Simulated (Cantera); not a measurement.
Charge: 1 mol Si₂H₆, 23 mol H₂O, 120 mol N₂, at 0.0500 bar.

Equilibrium computed with Cantera from the NASA thermochemical tables; the gas is ideal and each condensed phase is pure. Candidate condensed phases: H₂O, Si, SiO₂, Si₂N₂O, Si₃N₄; 35 gas species. The feed counts by its element totals alone. The tables hold silica as quartz up to 1696 K and as liquid above; real silica turns to tridymite and cristobalite and melts near 1996 K. Rates play no part.

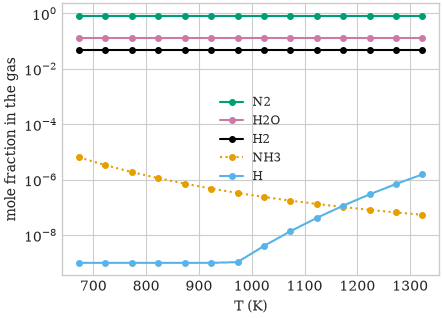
*Equilibrium gas composition (values under 1e-9 drawn at 1e-9)*

From 673 K to 823 K the condensed part is SiO₂(α-quartz). From 873 K to 1323 K the condensed part is SiO₂(β-quartz).
